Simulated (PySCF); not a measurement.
AlH3 (SMILES [H][Al]([H])[H])

| atom | x (Å) | y (Å) | z (Å) |
| --- | --- | --- | --- |
| Al | 0.0000 | 0.0000 | 0.0000 |
| H | 1.5900 | -0.0316 | 0.0151 |
| H | -0.7674 | 1.3929 | -0.0199 |
| H | -0.8225 | -1.3613 | 0.0048 |

Geometry: PBE0-D3(BJ)/def2-SVP.

Computed with PBE0/pcSseg-1 Al:pcSseg-2, SCF density, gas phase, non-relativistic in PySCF.

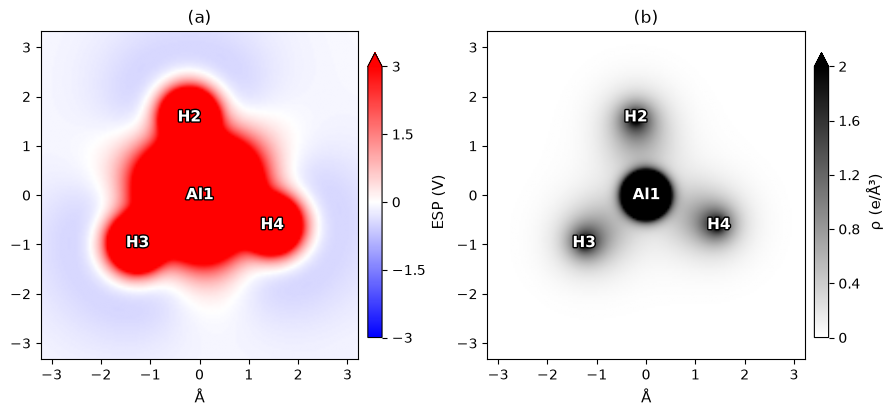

Figure 1. (a) electrostatic potential; (b) electron density on the molecular plane.

### Describe what can be read from this map.

- The plane passes through Al and H nuclei.
- Al–H (1.59 Å): ρ is about 0.57 e/Å³ halfway.
- Outside the dense part of the molecule the potential is most negative (−0.5 V) near H2, H3 and H4.

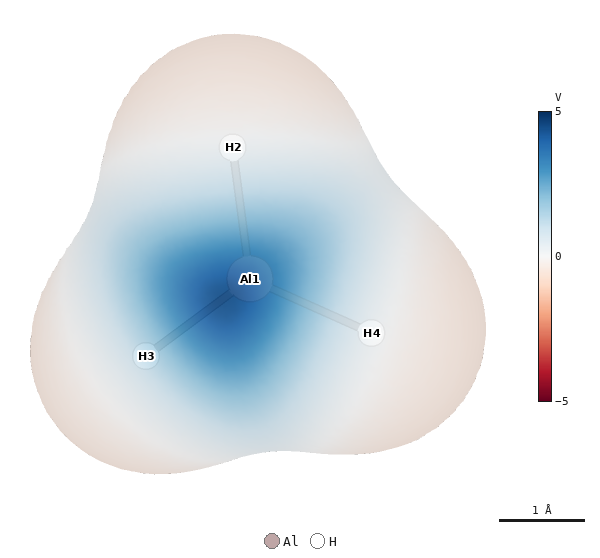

Figure 2. The electrostatic potential painted on the density surface at 0.002 e/bohr³, seen at a tilt; the colour scale runs from red (negative) to blue (positive).

### Describe the electrostatic potential map.

The most negative region (about −0.5 V) lies over H2, H3 and H4, the most positive (about +4.3 V) over Al1.

### How polar is the molecule by this calculation?

Its dipole moment is zero.
